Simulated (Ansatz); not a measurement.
The starting structures come from a database of crystals and need not be the phases stable at ambient conditions.

 Where the default PAW files enter, the runs use the earlier of Ansatz's two default sets.

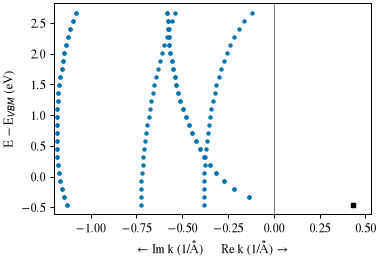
*Complex bands at the centre of the two-dimensional zone; Ansatz (a quantum-chemistry and plane-wave program) with r2SCAN*

No gap correction and no spin-orbit coupling; mid-gap values are interpolated between computed energies.

This is ScCuO₂ (R-3m, not sure to be the ambient phase, 4 atoms a cell, 12.8 Å³ an atom) along the normal of (001). Read off the slowest decay at the centre of the two-dimensional zone at 1.24 eV, the computed energy nearest the middle of the gap.

κ ≈ 0.33 1/Å, a decay length 1/(2κ) of the density of 1.5 Å.
